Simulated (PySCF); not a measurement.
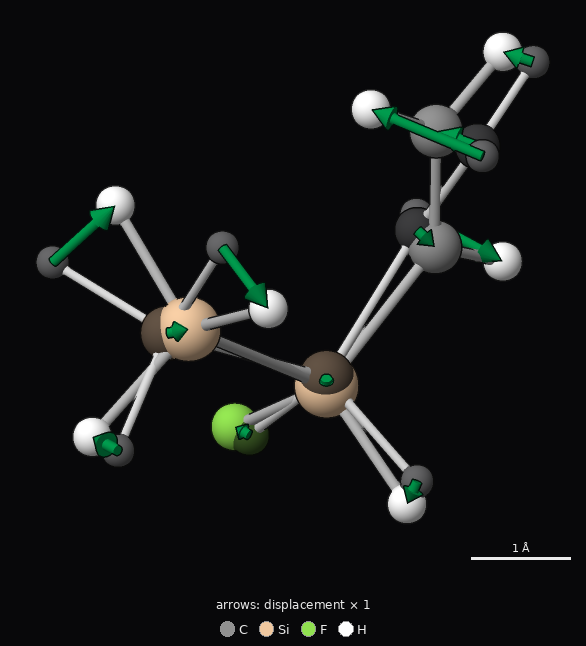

This is a relaxation of C$_{2}$H$_{7}$FSi$_{2}$. The starting structure is drawn faded, the final one solid; green arrows show the displacements, at their true length. The two geometries are superimposed by the best rigid fit.

A ball-and-stick model, seen from a free direction.

The start comes from GFN2-xTB. Its atoms were then displaced at random by about 0.01 Å.

These are results of PBE0-D3(BJ)/def2-SVP geometry optimisation, gas phase (PySCF), not measurements. 

**Which element moves most?**

Hydrogen: up to 1.28 Å, against 0.46 Å for carbon.

**Describe the change and its energy.**

The atom that moves furthest after the best rigid fit is an H atom (1.28 Å). By element the largest moves are H 1.28 Å, C 0.46 Å, Si 0.24 Å, F 0.18 Å. Some distances before and after: H–Si 1.436 → 1.495 Å, C–C 1.300 → 1.339 Å, C–H 1.064 → 1.099 Å, H–Si 1.461 → 1.494 Å. Among the angles between lasting bonds that change: Si–Si–H 116.8° → 111.3°, C–Si–F 105.1° → 109.1°, F–Si–H 102.3° → 106.0°. Groups turn about C–Si by about 50°, Si–Si by about 20°. The energy falls by 5.49 kcal/mol in 12 geometry steps.
